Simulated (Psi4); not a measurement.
# CH3AlN− (SMILES [H][Al-]([H])([H])[C]#N) at 3 levels

Wanted: a comparison of 3 runs (B3LYP/6-31G*, PBE/6-31G**, CC2/6-31G**) of CH3AlN−. The job is set up through a Python script.

Program for the calculation: Psi4 1.11.

2 further runs of the same task are left out: 2 set aside as unsound or not needed.

## Step 1: The molecule

The species is CH3AlN− (6 atoms), meant as a singlet with charge -1. As SMILES, `[H][Al-]([H])([H])[C]#N`. Geometry: a GFN2-xTB relaxation, a rough one for these elements and not checked as a minimum.

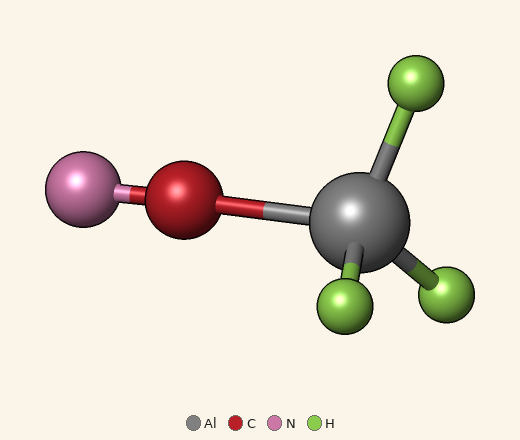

The structure, seen from a chosen angle (aluminium grey, carbon red, nitrogen pink, hydrogen green).

## Step 2: Energy and forces at B3LYP/6-31G(d) (Cartesian functions) (run 1)

The input, run.py:

```python
import psi4

psi4.set_memory(1600000000)
psi4.set_num_threads(1)
psi4.set_output_file('run.log', False)

molecule = psi4.geometry("""
-1 1
Al    -0.006940     0.007910    -0.620420
C      0.003570    -0.008410     1.405440
N      0.029370    -0.033690     2.563760
H      1.527250     0.022600    -1.121070
H     -0.786890     1.336660    -1.107190
H     -0.766370    -1.325080    -1.120530
symmetry c1
""")

psi4.set_options({
    'basis': '6-31G*',
    'reference': 'rks',
    'puream': False,
    'e_convergence': 1e-09,
    'd_convergence': 1e-08,
    'scf_type': 'pk',
    'dft_radial_points': 99,
    'dft_spherical_points': 590,
})

e_tot, wfn = psi4.gradient("B3LYP", molecule=molecule, return_wfn=True)
print('gradient / Eh bohr^-1')
print(e_tot.np.round(6))
print(f'energy = {wfn.energy():.10f} Eh')
for k, v in sorted(psi4.core.scalar_variables().items()):
    print(f'{k:45s} {v:18.10f}')
```

On the command line:

```console
$ python run.py
```

run.log:

```text
[...]
  Running in c1 symmetry.
[...]
  Nuclear repulsion =   74.064801638187475
[...]
  Multiplicity = 1
[...]
  Nalpha       = 15
  Nbeta        = 15
[...]
    Number of basis functions: 55
[...]
   @RKS iter   1:  -336.99553931454409   -8.00911e-01   9.04813e-03 ADIIS/DIIS
[...]
   @RKS iter  10:  -337.14764265981097   -1.59162e-12   5.87466e-09 DIIS
[...]
    Orbital Energies [Eh]
    ---------------------
    Doubly Occupied:
       1A    -55.827348     2A    -14.136537     3A    -10.005828
       4A     -3.916010     5A     -2.469889     6A     -2.468282
       7A     -2.468278     8A     -0.701211     9A     -0.289857
      10A     -0.197387    11A     -0.151186    12A     -0.151165
      13A     -0.141457    14A     -0.097471    15A     -0.097385
[...]
  @RKS Final Energy:  -337.14764265981097
   => Energetics <=
    Nuclear Repulsion Energy =             74.0648016381874754
    One-Electron Energy =                -617.5387315439444365
    Two-Electron Energy =                 232.3702734559641101
    DFT Exchange-Correlation Energy =     -26.0439862100181649
    Empirical Dispersion Energy =           0.0000000000000000
    VV10 Nonlocal Energy =                  0.0000000000000000
    Total Energy =                       -337.1476426598109128
[...]
  -Total Gradient:
     Atom            X                  Y                   Z
    ------   -----------------  -----------------  -----------------
       1        0.000336531446    -0.000487381283     0.000514155977
       2       -0.000113819555    -0.000057201449     0.022584043411
       3       -0.000109443113     0.000188158240    -0.023151699020
       4       -0.003945666384    -0.000039985382     0.000062724198
       5        0.001828634888    -0.003069603901    -0.000128498251
       6        0.002004255411     0.003466205989     0.000119271316
[...]
```

The script printed:

```text
gradient / Eh bohr^-1
[[ 3.3700e-04 -4.8700e-04  5.1400e-04]
 [-1.1400e-04 -5.7000e-05  2.2584e-02]
 [-1.0900e-04  1.8800e-04 -2.3152e-02]
 [-3.9460e-03 -4.0000e-05  6.3000e-05]
 [ 1.8290e-03 -3.0700e-03 -1.2800e-04]
 [ 2.0040e-03  3.4660e-03  1.1900e-04]]
energy = -337.1476426598 Eh
CURRENT ENERGY                                   -337.1476426598
CURRENT REFERENCE ENERGY                         -337.1476426598
DD SOLVATION ENERGY                                 0.0000000000
DFT FUNCTIONAL TOTAL ENERGY                      -337.1476426598
DFT TOTAL ENERGY                                 -337.1476426598
DFT VV10 ENERGY                                     0.0000000000
DFT XC ENERGY                                     -26.0439862100
GRID ELECTRONS ALPHA                               15.0000000288
GRID ELECTRONS BETA                                15.0000000288
GRID ELECTRONS TOTAL                               30.0000000576
NUCLEAR REPULSION ENERGY                           74.0648016382
ONE-ELECTRON ENERGY                              -617.5387315439
PCM POLARIZATION ENERGY                             0.0000000000
PE ENERGY                                           0.0000000000
SCF ITERATION ENERGY                             -337.1476426598
SCF ITERATIONS                                     10.0000000000
SCF TOTAL ENERGY                                 -337.1476426598
TWO-ELECTRON ENERGY                               232.3702734560
XC GRID RADIAL POINTS                              99.0000000000
XC GRID SPHERICAL POINTS                          590.0000000000
XC GRID TOTAL POINTS                           336389.0000000000
```

Run time: 11 s. Hardware: 1 thread of AMD EPYC 7B13 (Zen 3), shared host; peak memory 0.69 GiB.

## Step 3: A single-point energy at PBE/6-31G(d,p) (spherical functions) (run 2)

The input, run.py:

```python
import psi4

psi4.set_memory('1600 MB')
psi4.set_num_threads(1)
psi4.core.set_output_file('output.dat', False)

m = psi4.geometry("""
-1 1
Al    -0.006940     0.007910    -0.620420
C      0.003570    -0.008410     1.405440
N      0.029370    -0.033690     2.563760
H      1.527250     0.022600    -1.121070
H     -0.786890     1.336660    -1.107190
H     -0.766370    -1.325080    -1.120530
symmetry c1
no_reorient
no_com
""")

options = {'basis': '6-31G**', 'puream': True, 'e_convergence': 1e-09, 'd_convergence': 1e-08, 'scf_type': 'pk', 'dft_radial_points': 99, 'dft_spherical_points': 590}
psi4.set_options(options)

E, wfn = psi4.energy("PBE", return_wfn=True)
print(f'PBE energy: {E:.10f} Eh')
for k, v in sorted(psi4.core.scalar_variables().items()):
    print(f'{k:45s} {v:18.10f}')
```

On the command line:

```console
$ python run.py
```

output.dat:

```text
[...]
  Running in c1 symmetry.
[...]
  Nuclear repulsion =   74.064801638187475
[...]
  Multiplicity = 1
[...]
  Nalpha       = 15
  Nbeta        = 15
[...]
    Number of basis functions: 61
[...]
   @RKS iter   1:  -336.64965912282287   -5.98094e-01   8.90943e-03 ADIIS/DIIS
[...]
   @RKS iter  11:  -336.85259938556010   -2.27374e-12   6.66739e-09 DIIS
[...]
  @RKS Final Energy:  -336.85259938556010
   => Energetics <=
    Nuclear Repulsion Energy =             74.0648016381874754
    One-Electron Energy =                -617.6092306742098117
    Two-Electron Energy =                 238.6669733132363831
    DFT Exchange-Correlation Energy =     -31.9751436627740802
    Empirical Dispersion Energy =           0.0000000000000000
    VV10 Nonlocal Energy =                  0.0000000000000000
    Total Energy =                       -336.8525993855600973
[...]
 Multipole Moments:
 ------------------------------------------------------------------------------------
     Multipole            Electronic (a.u.)      Nuclear  (a.u.)        Total (a.u.)
 ------------------------------------------------------------------------------------
 L = 1.  Multiply by 2.5417464519 to convert [e a0] to [Debye]
 Dipole X            :         -0.2202120            0.2093439           -0.0108681
 Dipole Y            :          0.2929430           -0.2820983            0.0108447
 Dipole Z            :        -28.9496025           28.2792034           -0.6703990
 Magnitude           :                                                    0.6705748
[...]
```

Standard output:

```text
PBE energy: -336.8525993856 Eh
CURRENT ENERGY                                   -336.8525993856
CURRENT REFERENCE ENERGY                         -336.8525993856
DD SOLVATION ENERGY                                 0.0000000000
DFT FUNCTIONAL TOTAL ENERGY                      -336.8525993856
DFT TOTAL ENERGY                                 -336.8525993856
DFT VV10 ENERGY                                     0.0000000000
DFT XC ENERGY                                     -31.9751436628
GRID ELECTRONS ALPHA                               15.0000000247
GRID ELECTRONS BETA                                15.0000000247
GRID ELECTRONS TOTAL                               30.0000000495
NUCLEAR REPULSION ENERGY                           74.0648016382
ONE-ELECTRON ENERGY                              -617.6092306742
PCM POLARIZATION ENERGY                             0.0000000000
PE ENERGY                                           0.0000000000
SCF ITERATION ENERGY                             -336.8525993856
SCF ITERATIONS                                     11.0000000000
SCF TOTAL ENERGY                                 -336.8525993856
TWO-ELECTRON ENERGY                               238.6669733132
XC GRID RADIAL POINTS                              99.0000000000
XC GRID SPHERICAL POINTS                          590.0000000000
XC GRID TOTAL POINTS                           336389.0000000000
```

Run time: 11 s. Hardware: 1 thread of AMD EPYC 7B13 (Zen 3), shared host; peak memory 0.73 GiB.

## Step 4: The energy at CC2/6-31G(d,p) (Cartesian functions) (run 3)

The input, ch3aln.xyz:

```xyz
6
CH3AlN
Al    -0.006940     0.007910    -0.620420
C      0.003570    -0.008410     1.405440
N      0.029370    -0.033690     2.563760
H      1.527250     0.022600    -1.121070
H     -0.786890     1.336660    -1.107190
H     -0.766370    -1.325080    -1.120530
```

The input, job.py:

```python
import psi4

psi4.set_memory(1600000000)
psi4.set_num_threads(1)
psi4.core.set_output_file('psi4.out', False)

with open('ch3aln.xyz') as f:
    atoms = ''.join(f.readlines()[2:])
molecule = psi4.geometry('-1 1\n' + atoms + 'symmetry c1')

psi4.set_options({
    'basis': '6-31G**',
    'reference': 'rhf',
    'scf_type': 'pk',
    'freeze_core': True,
    'soscf': True,
})

e = psi4.energy("cc2")
print('E =', round(e, 9))
for k, v in sorted(psi4.core.scalar_variables().items()):
    print(f'{k:45s} {v:18.10f}')
```

On the command line:

```console
$ python job.py
```

psi4.out:

```text
[...]
  Running in c1 symmetry.
[...]
  Nuclear repulsion =   74.064801638187475
[...]
  Multiplicity = 1
[...]
  Nalpha       = 15
  Nbeta        = 15
[...]
    Number of basis functions: 64
[...]
   @RHF iter   1:  -335.96668854746156   -1.43187e+00   4.12249e-03 DIIS/ADIIS
[...]
   @RHF iter   6:  -336.01179696638633   -7.90124e-12   3.42476e-09 SOSCF, nmicro=conv
[...]
    Orbital Energies [Eh]
    ---------------------
    Doubly Occupied:
       1A    -58.247169     2A    -15.379314     3A    -11.054124
       4A     -4.670451     5A     -2.985344     6A     -2.984568
       7A     -2.984561     8A     -1.014454     9A     -0.477001
      10A     -0.374383    11A     -0.295245    12A     -0.282626
      13A     -0.282571    14A     -0.220461    15A     -0.220338
[...]
  @RHF Final Energy:  -336.01179696638633
   => Energetics <=
    Nuclear Repulsion Energy =             74.0648016381874754
    One-Electron Energy =                -617.2079809387513478
    Two-Electron Energy =                 207.1313823341774878
    Total Energy =                       -336.0117969663863278
[...]
 Multipole Moments:
 ------------------------------------------------------------------------------------
     Multipole            Electronic (a.u.)      Nuclear  (a.u.)        Total (a.u.)
 ------------------------------------------------------------------------------------
 L = 1.  Multiply by 2.5417464519 to convert [e a0] to [Debye]
 Dipole X            :          0.0199884           -0.0261192           -0.0061308
 Dipole Y            :         -0.0327618            0.0357196            0.0029578
 Dipole Z            :          3.9875570           -3.6686402            0.3189168
 Magnitude           :                                                    0.3189895
[...]
      * MP2 total energy                      = -336.371562428420646
[...]
```

The script printed:

```text
E = -336.377570787
CC D1 DIAGNOSTIC                                    0.0326657394
CC D2 DIAGNOSTIC                                    0.1618834913
CC NEW D1 DIAGNOSTIC                                0.0326657394
CC T1 DIAGNOSTIC                                    0.0141939297
CC2 CORRELATION ENERGY                             -0.3657738209
CC2 TOTAL ENERGY                                 -336.3775707873
CURRENT CORRELATION ENERGY                         -0.3657738209
CURRENT ENERGY                                   -336.3775707873
CURRENT REFERENCE ENERGY                         -336.0117969664
DD SOLVATION ENERGY                                 0.0000000000
HF KINETIC ENERGY                                 335.8009076779
HF POTENTIAL ENERGY                              -671.8127046442
HF TOTAL ENERGY                                  -336.0117969664
HF VIRIAL RATIO                                     2.0006280188
MP2 CORRELATION ENERGY                             -0.3597654620
MP2 DOUBLES ENERGY                                 -0.3597654620
MP2 OPPOSITE-SPIN CORRELATION ENERGY               -0.2781344643
MP2 SAME-SPIN CORRELATION ENERGY                   -0.0816309977
MP2 SINGLES ENERGY                                 -0.0000000000
MP2 TOTAL ENERGY                                 -336.3715624284
NUCLEAR REPULSION ENERGY                           74.0648016382
ONE-ELECTRON ENERGY                              -617.2079809388
PCM POLARIZATION ENERGY                             0.0000000000
PE ENERGY                                           0.0000000000
SCF ITERATION ENERGY                             -336.0117969664
SCF ITERATIONS                                      6.0000000000
SCF TOTAL ENERGY                                 -336.0117969664
TWO-ELECTRON ENERGY                               207.1313823342
```

Run time: 8.1 s. Hardware: 1 thread of AMD EPYC 7B13 (Zen 3), shared host; peak memory 0.3 GiB.

## Step 5: Overview of the runs

```csv
run,level,task,Cartesian functions,energy (Eh),HOMO energy (eV),LUMO energy (eV),HOMO–LUMO gap (eV),wall time
1,B3LYP/6-31G* (Cartesian functions),gradient,yes,-337.147643,-2.65,5.42,8.07,11 s
2,PBE/6-31G** (spherical functions),energy,no,-336.852599,-1.59,4.68,6.27,11 s
3,CC2/6-31G** (Cartesian functions),energy,yes,-336.377571,-6.00,8.09,14.09,8.1 s
```

## Step 6: Summary of results

```
                                                    quantity          value
                    run 3: ground-state or mean-field energy  -336.37757 Eh
                  run 3: HOMO energy (Hartree–Fock orbitals)       -6.00 eV
                  run 3: LUMO energy (Hartree–Fock orbitals)        8.09 eV
run 3: HOMO–LUMO gap (to an unbound level, set by the basis)       14.09 eV
          run 3: correlation energy (7 core orbitals frozen)     -365.8 mEh
                                        run 3: T1 diagnostic          0.014
```

What this shows: Totals of different functionals can't be ranked against each other. All runs together took 29 s, the longest 11 s.
